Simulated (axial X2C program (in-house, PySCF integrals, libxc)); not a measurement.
**CsMo: relativistic diatomic calculation**

CsMo, single determinant with Ω = 5/2. The distance is the PBE0 minimum at charge 0. Computed at this level: expectation values, HF and Kohn-Sham, two-component X2C with atomic mean-field Coulomb and Gaunt terms, Cs dyall-cv3z, Mo dyall-cv3z (cores contracted) (axial X2C program (in-house, PySCF integrals, libxc)).

**Log**
```
two-component X2C + atomic mean field  PBE0
basis functions 296  fitting functions 1395  grid points 5808
iter        total energy     max residual
   1     -11829.034540049     8.43e-01
   2     -11829.126899835     4.42e-03
   3     -11829.127005731     3.63e-03
   4     -11829.127021312     2.08e-04
   5     -11829.127022355     2.83e-04
   6     -11829.127022660     3.76e-05
   7     -11829.127022706     5.27e-05
   8     -11829.127022737     1.81e-05
   9     -11829.127022744     1.08e-05
  10     -11829.127022745     2.59e-06
converged
one-electron -16882.37728023  Coulomb 5045.88157129  exact exchange -78.47436558  xc functional -240.03857225  nuclear repulsion 332.71621046  atomic mean-field constant -6.83458645
```

**Expectation values by level of theory**

| quantity | PBE0 | HF | BHandHLYP | r2SCAN | BP86 |
| --- | --- | --- | --- | --- | --- |
| effective field for an electron dipole moment (GV/cm) | −0.217 | 0.854 | −0.100 | −0.263 | 0.142 |
| field gradient at the first nucleus (a.u.) | −0.272 | −0.0981 | −0.330 | −0.272 | −0.322 |
| field gradient at the second nucleus (a.u.) | 0.0436 | 0.0915 | 0.103 | 0.0321 | 0.0704 |
| A∥/gI, first nucleus (MHz) | −292 | −399 | −195 | −319 | −259 |
| A∥/gI, second nucleus (MHz) | 274 | 402 | 136 | 424 | 284 |

Each column comes from one determinant, in a basis with contracted cores. The levels disagree widely: the effective field runs from −0.263 to 0.854 GV/cm, A∥/gI at the first nucleus runs from −399 to −195 MHz, A∥/gI at the second nucleus runs from 136 to 424 MHz and the field gradient at the first nucleus runs from −0.330 to −0.0981 a.u. They may not all have settled in the same state, and these values aren't reliable properties of the molecule.

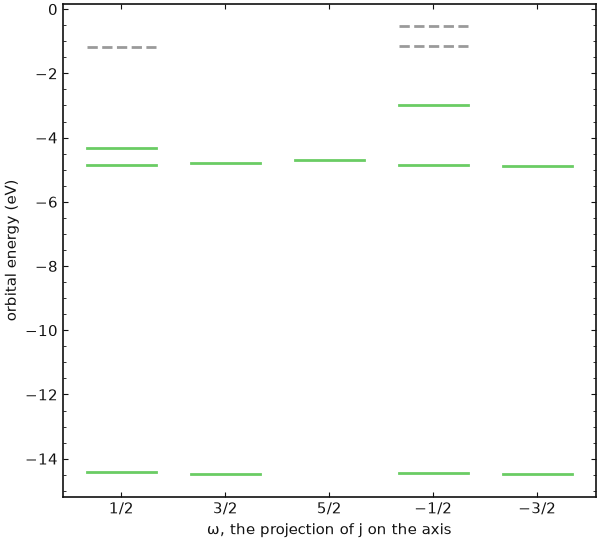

Fig. 1: Orbital energies (PBE0) near the frontier at 3.67 Å, filled (solid) and empty (dashed). The highest filled spinor (−1/2; 48 % Cs s, 40 % Mo s) lies at −3.00 eV, the lowest empty one (1/2; 58 % Cs s, 24 % Mo p) at −1.17 eV.

**Input file**
```
{"zs": [55, 42], "q": 0, "bas": ["dyall-cv3z", "dyall-cv3z"], "r0": 3.7, "levels": ["PBE0", "HF", "BHandHLYP", "r2SCAN", "BP86"], "nst": 2}
```

The line is the task of a batch: nuclear charges, charge, bases, the levels to run, a first guess of the distance and further settings. This report covers the levels named above. The log is that of the reference distance.

Launched within a batch (the task file carries these settings):
```bash
python <driver script> task.json out
```

**Summary**

| quantity | value |
| --- | --- |
| outcome | converged; the levels of theory disagree widely |
| hardware | 1 thread of Arm Neoverse N1, 54 GiB of memory available, shared host |
| wall time | 22 s |
| peak memory | 0.75 GiB |
